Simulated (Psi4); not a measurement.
Geometry relaxation of GaF (part 2 of 2)

The same run, continued: GaF, SMILES [F][Ga]; r2SCAN-3c/def2-mTZVPP, RKS (Psi4 1.11). The geometry comes from this level: GFN2-xTB.

Geometry of the input (Å):
```
F  0.0000  0.0000  0.0000
Ga 0.0000  0.0000  1.7992
```

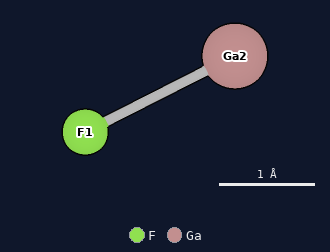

*The geometry at step 1 of the log (ball-and-stick view, seen at an oblique angle; atoms are numbered from 1 in the order of the input).*

The program's output, continued:
```
  Rotational constants: A = ************  B =      0.35206  C =      0.35206 [cm^-1]
  Rotational constants: A = ************  B =  10554.46634  C =  10554.46634 [MHz]
  Nuclear repulsion =   82.339828636976023

  Charge       = 0
  Multiplicity = 1
  Electrons    = 40
  Nalpha       = 20
  Nbeta        = 20

  ==> Algorithm <==

  SCF Algorithm Type is DF.
  DIIS enabled.
  MOM disabled.
  Fractional occupation disabled.
  Guess Type is READ.
  Energy threshold   = 1.00e-08
  Density threshold  = 1.00e-08
  Integral threshold = 1.00e-12

   => Molecular Quadrature <=

    Radial Scheme          =       TREUTLER
    Pruning Scheme         =           NONE
    Nuclear Scheme         =       TREUTLER

    Blocking Scheme        =         OCTREE
    BS radius alpha        =              1
    Pruning alpha          =              1
    Radial Points          =             75
    Spherical Points       =            302
    Total Points           =          43148
    Total Blocks           =            403
    Max Points             =            255
    Max Functions          =             59
    Weights Tolerance      =       1.00E-15

   => Loading Basis Set <=

    Name: DEF2-MTZVPP
    Role: ORBITAL
    Keyword: BASIS

  Reading orbitals from file scr/calc.geom.5222.180.npy, no projection.

   => Auxiliary Basis Set <=

  Basis Set: (DEF2-MTZVPP AUX)
    Blend: DEF2-UNIVERSAL-JKFIT
    Number of shells: 85
    Number of basis functions: 343
    Number of Cartesian functions: 464
    Spherical Harmonics?: true
    Max angular momentum: 5

  Cached 100.0% of DFT collocation blocks in 0.157 [GiB].

  Minimum eigenvalue in the overlap matrix is 5.9079228767E-03.
  Reciprocal condition number of the overlap matrix is 1.5651142208E-03.
    Using symmetric orthogonalization.

  ==> Pre-Iterations <==

  SCF Guess: Orbitals guess was supplied from a previous computation.

   -------------------------------------------------------
    Irrep   Nso     Nmo     Nalpha   Nbeta   Ndocc  Nsocc
   -------------------------------------------------------
     A         60      60      20      20      20       0
   -------------------------------------------------------
    Total      60      60      20      20      20       0
   -------------------------------------------------------

  ==> Iterations <==

                           Total Energy        Delta E     RMS |[F,P]|

   @DF-RKS iter   0: -2024.73837335128019   -2.02474e+03   3.20850e-04
   @DF-RKS iter   1: -2024.73865741442705   -2.84063e-04   2.29985e-05 DIIS
   @DF-RKS iter   2: -2024.73865566907261    1.74535e-06   4.71200e-05 DIIS
   @DF-RKS iter   3: -2024.73865851867095   -2.84960e-06   6.37899e-06 DIIS
   @DF-RKS iter   4: -2024.73865857355258   -5.48816e-08   1.72439e-06 DIIS
   @DF-RKS iter   5: -2024.73865857664418   -3.09160e-09   3.94264e-07 DIIS
   @DF-RKS iter   6: -2024.73865857676219   -1.18007e-10   5.60215e-08 DIIS
   @DF-RKS iter   7: -2024.73865857676628   -4.09273e-12   4.27705e-09 DIIS
  Energy and wave function converged.

  ==> Post-Iterations <==

   Electrons on quadrature grid:
      Ntotal   =   39.9999875879 ; deviation = -1.241e-05

    Final Occupation by Irrep:
              A
    DOCC [    20 ]
    NA   [    20 ]
    NB   [    20 ]

  @DF-RKS Final Energy: -2024.73865857676628

   => Energetics <=

    Nuclear Repulsion Energy =             82.3398286369760228
    One-Electron Energy =               -2988.5537458451726707
    Two-Electron Energy =                 966.9674614087659847
    DFT Exchange-Correlation Energy =     -85.4933949802869364
    Empirical Dispersion Energy =           0.0011922029511075
    VV10 Nonlocal Energy =                  0.0000000000000000
    Total Energy =                      -2024.7386585767662837

Computation Completed

Properties will be evaluated at   0.000000,   0.000000,   0.000000 [a0]

Properties computed using the SCF density matrix

 Multipole Moments:

 ------------------------------------------------------------------------------------
     Multipole            Electronic (a.u.)      Nuclear  (a.u.)        Total (a.u.)
 ------------------------------------------------------------------------------------

 L = 1.  Multiply by 2.5417464519 to convert [e a0] to [Debye]
 Dipole X            :         -0.0000000            0.0000000           -0.0000000
 Dipole Y            :         -0.0000000            0.0000000           -0.0000000
 Dipole Z            :          2.0244223           -1.2093032            0.8151191
 Magnitude           :                                                    0.8151191

 ------------------------------------------------------------------------------------

	total time  =          1 seconds =       0.02 minutes

         ------------------------------------------------------------
                                   SCF GRAD
         ------------------------------------------------------------

  ==> Geometry <==

    Molecular point group: c1
    Full point group: C_inf_v

    Geometry (in Angstrom), charge = 0, multiplicity = 1:

       Center              X                  Y                   Z               Mass
    ------------   -----------------  -----------------  -----------------  -----------------
         F            0.000000000000     0.000000000000    -1.405621667943    18.998403162730
         GA           0.000000000000     0.000000000000     0.387440623064    68.925573500000

  Nuclear repulsion =   82.339828636976051

   => Molecular Quadrature <=

    Radial Scheme          =       TREUTLER
    Pruning Scheme         =           NONE
    Nuclear Scheme         =       TREUTLER

    Blocking Scheme        =         OCTREE
    BS radius alpha        =              1
    Pruning alpha          =              1
    Radial Points          =             75
    Spherical Points       =            302
    Total Points           =          43148
    Total Blocks           =            403
    Max Points             =            255
    Max Functions          =             59
    Weights Tolerance      =       1.00E-15

  -Total Gradient:
     Atom            X                  Y                   Z
    ------   -----------------  -----------------  -----------------
       1        0.000000000000    -0.000000000000    -0.000512157151
       2        0.000000000000     0.000000000001     0.000744215544

	total time  =          0 seconds =       0.00 minutes

    			-----------------------------------------

    			 OPTKING 3.0: for geometry optimizations

    			        with contributions from

    			-----------------------------------------

	                            ===> Fragment 1 <==

	 Z (Atomic Numbers)          Masses                          Geom
	       9.000000            18.998403          0.00000000  0.00000000 -2.65623999
	      31.000000            68.925573          0.00000000  0.00000000  0.73215667

	 - Coordinate -           - BOHR/RAD -       - ANG/DEG -
	 R(1,2)           =         3.388397           1.793062

	        --- Internal Coordinate Step in ANG or DEG, aJ/ANG or AJ/DEG ---
	-------------------------------------------------------------------------------
	           Coordinate      Previous         Force          Change          New
	           ----------      --------        ------          ------        ------
	               R(1,2)       1.79306       -0.00518       -0.00160       1.79146
	-------------------------------------------------------------------------------

	                                 ==> Convergence Check <==

	Measures of convergence in internal coordinates in au.

	Criteria marked as inactive (o), active & met (*), and active & unmet ( ).

	----------------------------------------------------------------------------------------------
	   Step    Total Energy     Delta E     Max Force     RMS Force      Max Disp      RMS Disp
	----------------------------------------------------------------------------------------------
	  Convergence Criteria     1.00e-06 *    3.00e-04 *             o    1.20e-03 *             o
	----------------------------------------------------------------------------------------------
	     2   -2024.73865858   -2.38e-05      6.28e-04      6.28e-04 o    3.03e-03      3.03e-03 o  ~
	----------------------------------------------------------------------------------------------

Next Geometry in Ang
	Fragment 1 (Ang)

	    F   0.0000000000   0.0000000000  -1.4048197557
	   Ga   0.0000000000   0.0000000000   0.3866387108

    Structure for next step:
    Molecular point group: c1
    Full point group: C_inf_v

    Geometry (in Angstrom), charge = 0, multiplicity = 1:

    F
    GA            1          R2

    R2        =    1.7914584664

gradient() will perform analytic gradient computation.

  ==> Geometry <==

    Molecular point group: c1
    Full point group: C_inf_v

    Geometry (in Angstrom), charge = 0, multiplicity = 1:

       Center              X                  Y                   Z               Mass
    ------------   -----------------  -----------------  -----------------  -----------------
         F            0.000000000000     0.000000000000    -1.404364393958    18.998403162730
         GA           0.000000000000     0.000000000000     0.387094072475    68.925573500000

  Running in c1 symmetry.

  Rotational constants: A = ************  B =      0.35269  C =      0.35269 [cm^-1]
  Rotational constants: A = ************  B =  10573.37283  C =  10573.37283 [MHz]
  Nuclear repulsion =   82.413544351309682

  Charge       = 0
  Multiplicity = 1
  Electrons    = 40
  Nalpha       = 20
  Nbeta        = 20

   => Auxiliary Basis Set <=

  Basis Set: (DEF2-MTZVPP AUX)
    Blend: DEF2-UNIVERSAL-JKFIT
    Number of shells: 85
    Number of basis functions: 343
    Number of Cartesian functions: 464
    Spherical Harmonics?: true
    Max angular momentum: 5

  Cached 100.0% of DFT collocation blocks in 0.157 [GiB].

  Minimum eigenvalue in the overlap matrix is 5.8782816240E-03.
  Reciprocal condition number of the overlap matrix is 1.5566418490E-03.
    Using symmetric orthogonalization.

  ==> Iterations <==

                           Total Energy        Delta E     RMS |[F,P]|

   @DF-RKS iter   0: -2024.73857793385014   -2.02474e+03   8.49873e-05
   @DF-RKS iter   1: -2024.73866013162274   -8.21978e-05   6.05365e-06 DIIS
   @DF-RKS iter   2: -2024.73866001531110    1.16312e-07   1.22558e-05 DIIS
   @DF-RKS iter   3: -2024.73866020739979   -1.92089e-07   1.73057e-06 DIIS
   @DF-RKS iter   4: -2024.73866021125400   -3.85421e-09   4.72736e-07 DIIS
   @DF-RKS iter   5: -2024.73866021148592   -2.31921e-10   1.01739e-07 DIIS
   @DF-RKS iter   6: -2024.73866021149502   -9.09495e-12   1.47136e-08 DIIS
   @DF-RKS iter   7: -2024.73866021149411    9.09495e-13   1.11518e-09 DIIS
  Energy and wave function converged.

  ==> Post-Iterations <==

   Electrons on quadrature grid:
      Ntotal   =   39.9999874109 ; deviation = -1.259e-05

    Orbital Energies [Eh]
    ---------------------

    Doubly Occupied:

       1A   -371.986457     2A    -45.735303     3A    -40.458578
       4A    -40.458578     5A    -40.455894     6A    -24.422799
       7A     -5.444256     8A     -3.710740     9A     -3.710740
      10A     -3.703137    11A     -1.069098    12A     -0.756253
      13A     -0.756253    14A     -0.751088    15A     -0.751088
      16A     -0.747144    17A     -0.401503    18A     -0.329847
      19A     -0.329847    20A     -0.258214

    Virtual:

      21A     -0.070131    22A     -0.070131    23A      0.024978
      24A      0.195016    25A      0.264406    26A      0.264406
      27A      0.300722    28A      0.341607    29A      0.341607
      30A      0.393847    31A      0.393847    32A      0.464329
      33A      0.671624    34A      0.673505    35A      0.673505
      36A      0.813703    37A      0.813709    38A      0.873833
      39A      0.987713    40A      0.987713    41A      1.323831
      42A      1.630809    43A      1.630810    44A      1.667089
      45A      1.667089    46A      1.902874    47A      3.144973
      48A      3.144973    49A      3.238053    50A      3.265318
      51A      3.265318    52A      3.328474    53A      3.409255
      54A      3.409384    55A      3.485950    56A      3.485950
      57A      3.534643    58A      3.985638    59A      4.434404
      60A     56.906429

    Final Occupation by Irrep:
              A
    DOCC [    20 ]
    NA   [    20 ]
    NB   [    20 ]

  @DF-RKS Final Energy: -2024.73866021149411

   => Energetics <=

    Nuclear Repulsion Energy =             82.4135443513096817
    One-Electron Energy =               -2988.7013732748500843
    Two-Electron Energy =                 967.0418081600998903
    DFT Exchange-Correlation Energy =     -85.4938323040930044
    Empirical Dispersion Energy =           0.0011928560394509
    VV10 Nonlocal Energy =                  0.0000000000000000
    Total Energy =                      -2024.7386602114941070

Computation Completed

Properties will be evaluated at   0.000000,   0.000000,   0.000000 [a0]

Properties computed using the SCF density matrix

 Multipole Moments:

 ------------------------------------------------------------------------------------
     Multipole            Electronic (a.u.)      Nuclear  (a.u.)        Total (a.u.)
 ------------------------------------------------------------------------------------

 L = 1.  Multiply by 2.5417464519 to convert [e a0] to [Debye]
 Dipole X            :         -0.0000000            0.0000000           -0.0000000
 Dipole Y            :         -0.0000000            0.0000000           -0.0000000
 Dipole Z            :          2.0194094           -1.2082215            0.8111878
 Magnitude           :                                                    0.8111878

 ------------------------------------------------------------------------------------

	total time  =          1 seconds =       0.02 minutes

         ------------------------------------------------------------
                                   SCF GRAD
         ------------------------------------------------------------

  ==> Geometry <==

    Molecular point group: c1
    Full point group: C_inf_v

    Geometry (in Angstrom), charge = 0, multiplicity = 1:

       Center              X                  Y                   Z               Mass
    ------------   -----------------  -----------------  -----------------  -----------------
         F            0.000000000000     0.000000000000    -1.404364393958    18.998403162730
         GA           0.000000000000     0.000000000000     0.387094072475    68.925573500000

  Nuclear repulsion =   82.413544351309682

   => Molecular Quadrature <=

    Radial Scheme          =       TREUTLER
    Pruning Scheme         =           NONE
    Nuclear Scheme         =       TREUTLER

    Blocking Scheme        =         OCTREE
    BS radius alpha        =              1
    Pruning alpha          =              1
    Radial Points          =             75
    Spherical Points       =            302
    Total Points           =          43148
    Total Blocks           =            403
    Max Points             =            255
    Max Functions          =             59
    Weights Tolerance      =       1.00E-15

  -Total Gradient:
     Atom            X                  Y                   Z
    ------   -----------------  -----------------  -----------------
       1       -0.000000000000    -0.000000000000     0.000134056720
       2        0.000000000003    -0.000000000001     0.000107122283

	total time  =          1 seconds =       0.02 minutes

    			-----------------------------------------

    			 OPTKING 3.0: for geometry optimizations

    			        with contributions from

    			-----------------------------------------

	                            ===> Fragment 1 <==

	 Z (Atomic Numbers)          Masses                          Geom
	       9.000000            18.998403          0.00000000  0.00000000 -2.65386408
	      31.000000            68.925573          0.00000000  0.00000000  0.73150178

	 - Coordinate -           - BOHR/RAD -       - ANG/DEG -
	 R(1,2)           =         3.385366           1.791458

	        --- Internal Coordinate Step in ANG or DEG, aJ/ANG or AJ/DEG ---
	-------------------------------------------------------------------------------
	           Coordinate      Previous         Force          Change          New
	           ----------      --------        ------          ------        ------
	               R(1,2)       1.79146        0.00011        0.00003       1.79149
	-------------------------------------------------------------------------------

	                                 ==> Convergence Check <==

	Measures of convergence in internal coordinates in au.

	Criteria marked as inactive (o), active & met (*), and active & unmet ( ).

	----------------------------------------------------------------------------------------------
	   Step    Total Energy     Delta E     Max Force     RMS Force      Max Disp      RMS Disp
	----------------------------------------------------------------------------------------------
	  Convergence Criteria     1.00e-06 *    3.00e-04 *             o    1.20e-03 *             o
	----------------------------------------------------------------------------------------------
	     3   -2024.73866021   -1.63e-06      1.35e-05 *    1.35e-05 o    6.47e-05 *    6.47e-05 o  ~
	----------------------------------------------------------------------------------------------

Next Geometry in Ang
	Fragment 1 (Ang)

	    F   0.0000000000   0.0000000000  -1.4043815092
	   Ga   0.0000000000   0.0000000000   0.3871111877

    Final optimized geometry and variables:
    Molecular point group: c1
    Full point group: C_inf_v

    Geometry (in Angstrom), charge = 0, multiplicity = 1:

    F
    GA            1          R2

    R2        =    1.7914584664

    Psi4 run time: 0:00:06.54

[set-up sections that repeat, and orbital energies of the middle runs, are left out above]
```

Standard output:
```
Optimizer: Optimization complete!
```

Trajectory as extended XYZ (Å, eV, eV/Å), 3 frames, from step=0 to step=2:
```
2
Properties=species:S:1:pos:R:3:forces:R:3 step=0 energy=-55095.94504
F     0.0000    0.0000    0.0000    0.0000   0.0000   0.1502
Ga    0.0000    0.0000    1.7992    0.0000   0.0000  -0.1596
2
Properties=species:S:1:pos:R:3:forces:R:3 step=1 energy=-55095.94569
F     0.0000    0.0000    0.0048    0.0000   0.0000   0.0263
Ga    0.0000    0.0000    1.7978    0.0000   0.0000  -0.0383
2
Properties=species:S:1:pos:R:3:forces:R:3 step=2 energy=-55095.94573
F     0.0000    0.0000    0.0060    0.0000   0.0000  -0.0069
Ga    0.0000    0.0000    1.7975    0.0000   0.0000  -0.0055
```

Key numbers:

```csv
quantity,value
outcome,converged
total energy,−2024.738660 hartree
dispersion energy,−0.000135 hartree
HOMO,−7.03 eV
LUMO,−1.91 eV
dipole moment,2.06 D
hardware,"1 thread of AMD EPYC (Zen 5), 16 GiB of memory available, shared host"
wall time,7.2 s
peak memory,0.41 GiB
```
